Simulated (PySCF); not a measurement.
**C7H14Si2: density, localisation and related maps**

```yaml
atoms:
  - { symbol: Si, position_ang: [2.9798, -0.3999, 0.6160] }
  - { symbol: C, position_ang: [1.9345, 0.0371, -0.9235] }
  - { symbol: C, position_ang: [0.4852, -0.1173, -0.6193] }
  - { symbol: C, position_ang: [-0.2179, -1.2050, -0.9537] }
  - { symbol: Si, position_ang: [-2.0094, -1.3432, -0.4330] }
  - { symbol: C, position_ang: [-2.1498, 0.3173, 0.4755] }
  - { symbol: C, position_ang: [-0.9211, 0.4638, 1.3845] }
  - { symbol: C, position_ang: [-0.1613, 0.9949, 0.1554] }
  - { symbol: C, position_ang: [-1.5285, 1.3879, -0.4332] }
  - { symbol: H, position_ang: [2.6478, 0.5031, 1.7186] }
  - { symbol: H, position_ang: [2.6920, -1.7804, 1.0047] }
  - { symbol: H, position_ang: [4.3946, -0.2505, 0.2680] }
  - { symbol: H, position_ang: [2.2207, -0.6212, -1.7452] }
  - { symbol: H, position_ang: [2.1504, 1.0626, -1.2287] }
  - { symbol: H, position_ang: [0.2743, -1.9952, -1.5057] }
  - { symbol: H, position_ang: [-2.9424, -1.3882, -1.5666] }
  - { symbol: H, position_ang: [-2.2495, -2.4657, 0.4832] }
  - { symbol: H, position_ang: [-3.1165, 0.5520, 0.9192] }
  - { symbol: H, position_ang: [-0.5208, -0.4369, 1.8488] }
  - { symbol: H, position_ang: [-1.0503, 1.2343, 2.1453] }
  - { symbol: H, position_ang: [0.5448, 1.8088, 0.3338] }
  - { symbol: H, position_ang: [-1.8167, 2.4009, -0.1510] }
  - { symbol: H, position_ang: [-1.6444, 1.2682, -1.5102] }
```

Geometry: GFN2-xTB.

Computed with PySCF, PBE0/pcSseg-1, SCF density, gas phase, non-relativistic.

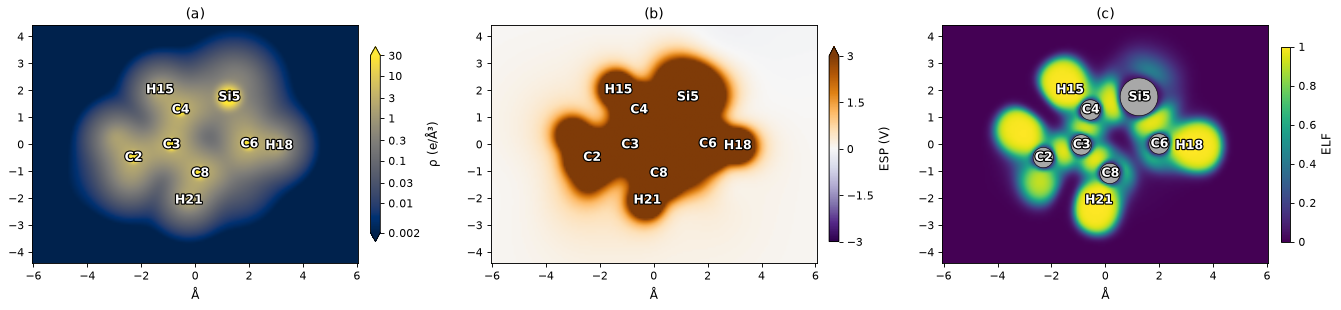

Figure 1. (a) electron density; (b) electrostatic potential; (c) electron localisation function on the plane of atoms C4, Si5 and C6. Grey discs cover the atomic cores in the ELF map.

### What do the fields say about this system?

The section cuts through C, Si and H sites. C–C (1.34 Å): ρ at the midpoint is about 2.3 e/Å³; the ELF peaks at about 0.90 between the atoms: a short, multiple covalent bond. C–Si (1.87 Å): the density is about 0.94 e/Å³ at the midpoint; the ELF peaks at about 0.95 between the atoms, as expected for a covalent bond. C–H (1.08 Å): ρ is about 2 e/Å³ halfway; the ELF climbs to about 1 towards the hydrogen, as it does in any bond to H (an ordinary covalent bond to hydrogen). C–C (1.49 Å): ρ is about 1.7 e/Å³ halfway; the ELF peaks at about 0.95 between the atoms; localised, covalent bonding. C–Si (1.90 Å): ρ is about 0.93 e/Å³ halfway; the ELF peaks at about 0.95 between the atoms (a shared electron pair). The potential has no marked negative region in this plane.

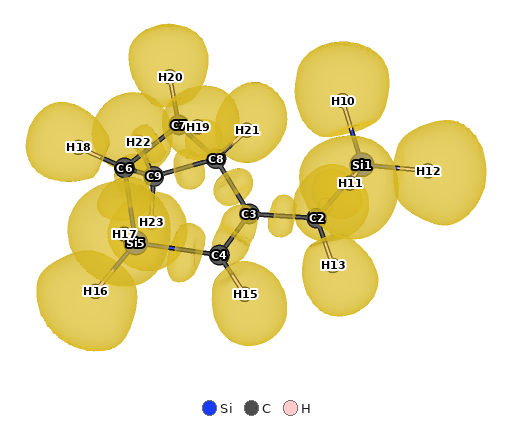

Figure 2. Isosurface of the ELF at 0.8 (yellow), seen at a tilt. Only the valence region is drawn (cores and ρ < 0.01 e/Å³ removed).

### What do the ELF domains correspond to?

The surface consists of seven regions between bonded C–C atoms (shared pairs), three regions between bonded C–Si atoms (shared pairs) and 14 regions around hydrogen nuclei.

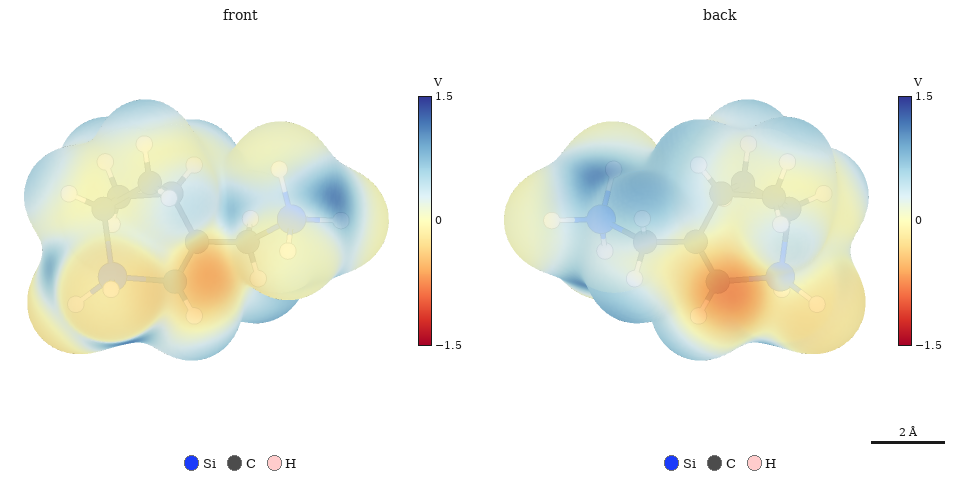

Figure 3. The molecular electrostatic potential painted on the density surface at 0.002 e/bohr³, seen from the front and from behind; red is negative and blue positive.

### Which sites attract a positive test charge, and which a negative one?

A positive charge is drawn to the negative regions and a negative charge to the positive ones. The most negative region (about −0.7 V) lies over the π face of C3 and C4, the most positive (about +1.0 V) over Si1 and Si5.

### How polar is the molecule by this calculation?

Its dipole moment is 1.06 D.
